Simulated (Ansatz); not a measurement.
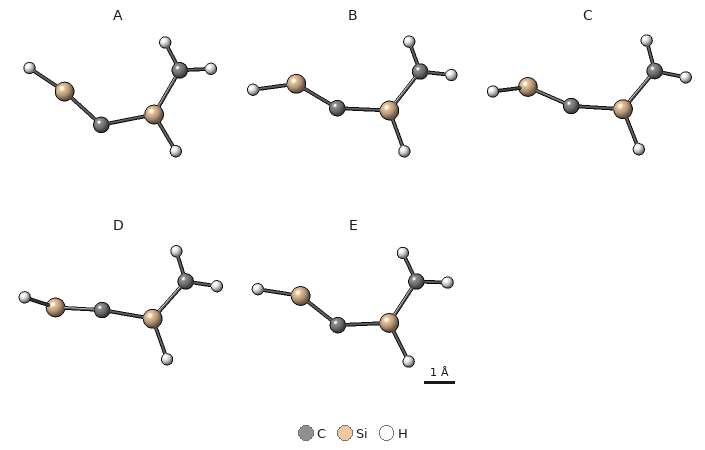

5 geometries from one relaxation of C2H4Si2, in shuffled order. Style: ball-and-stick. Shown face on.

The calculation used RKS PBE0-D4/def2-TZVP (Ansatz 0.2.0). Settings: force threshold 0.005 eV/Å; at most 200 steps.

Question: Order the frames from highest to lowest energy.

Answer: A, E, B, C, D. They are steps 0, 3, 5, 8, 18, at +0.652 eV, +0.221 eV, +0.161 eV, +0.070 eV relative to the last. Over 17 accepted moves (18 points after the start) the energy falls by 0.652 eV. Largest force component: 2.4 eV/Å at the start, 0.0044 eV/Å at the end. The line search rejected the trial step at point 10 of the run. A C atom moves most after the best rigid fit: 0.85 Å. Largest moves by element: C 0.85 Å, H 0.79 Å, Si 0.60 Å. Some distances before and after: C–Si 1.854 → 1.776 Å, C–Si 1.704 → 1.652 Å, C–Si 1.757 → 1.718 Å, H–Si 1.455 → 1.491 Å. Among the angles between lasting bonds that change: C–Si–H 171.6° → 121.9°, Si–C–Si 126.9° → 156.9°, C–Si–C 131.4° → 122.1°. Groups turn about C–Si by about 105°.
